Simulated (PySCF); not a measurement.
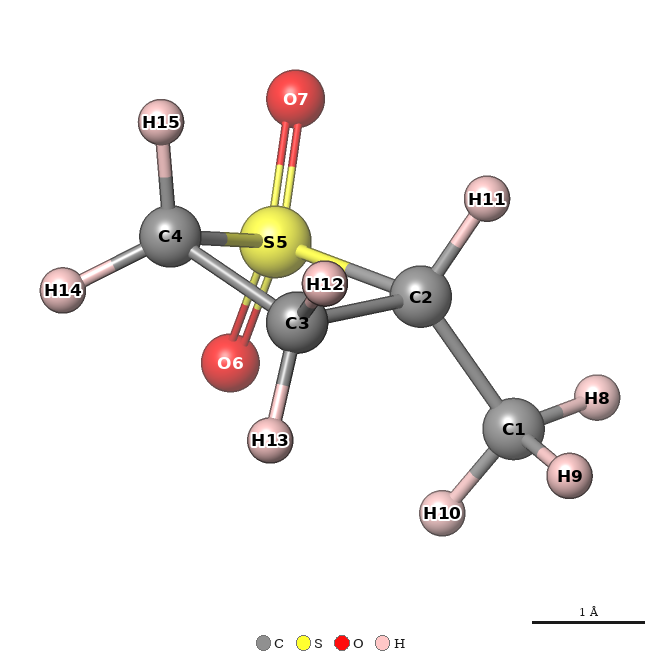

Orthographic view. Depth is shown by fading: the farther an atom, the more it takes the colour of the background. Computed geometry: GFN2-xTB optimisation. No frequency run is at hand to confirm it as a minimum.

Write a MOL file (V2000) with the atoms in numerical order, bonds sorted by atom number with the orders drawn, and coordinates in the frame of the picture: x right, y up, z towards the viewer, origin at the mean position.

```
C4H8O2S
                    3D

 15 15  0  0  0  0  0  0  0  0999 V2000
    1.5500   -1.0300   -0.3100 C   0  0  0  0  0  0  0  0  0  0  0  0
    0.7200    0.1600    0.0700 C   0  0  2  0  0  0  0  0  0  0  0  0
   -0.4000   -0.0800    1.1000 C   0  0  0  0  0  0  0  0  0  0  0  0
   -1.5400    0.7000    0.4500 C   0  0  0  0  0  0  0  0  0  0  0  0
   -0.5900    0.6500   -1.1300 S   0  0  0  0  0  0  0  0  0  0  0  0
   -1.0000   -0.4400   -1.9700 O   0  0  0  0  0  0  0  0  0  0  0  0
   -0.4100    1.9400   -1.7400 O   0  0  0  0  0  0  0  0  0  0  0  0
    2.3000   -0.7500   -1.0500 H   0  0  0  0  0  0  0  0  0  0  0  0
    2.0600   -1.4600    0.5500 H   0  0  0  0  0  0  0  0  0  0  0  0
    0.9100   -1.7900   -0.7600 H   0  0  0  0  0  0  0  0  0  0  0  0
    1.3100    1.0400    0.3000 H   0  0  0  0  0  0  0  0  0  0  0  0
   -0.1500    0.2700    2.1100 H   0  0  0  0  0  0  0  0  0  0  0  0
   -0.6400   -1.1400    1.1500 H   0  0  0  0  0  0  0  0  0  0  0  0
   -2.5100    0.2100    0.4400 H   0  0  0  0  0  0  0  0  0  0  0  0
   -1.6200    1.7300    0.7800 H   0  0  0  0  0  0  0  0  0  0  0  0
  1  2  1  0
  1  8  1  0
  1  9  1  0
  1 10  1  0
  2  3  1  0
  2  5  1  0
  2 11  1  0
  3  4  1  0
  3 12  1  0
  3 13  1  0
  4  5  1  0
  4 14  1  0
  4 15  1  0
  5  6  2  0
  5  7  2  0
M  END
```
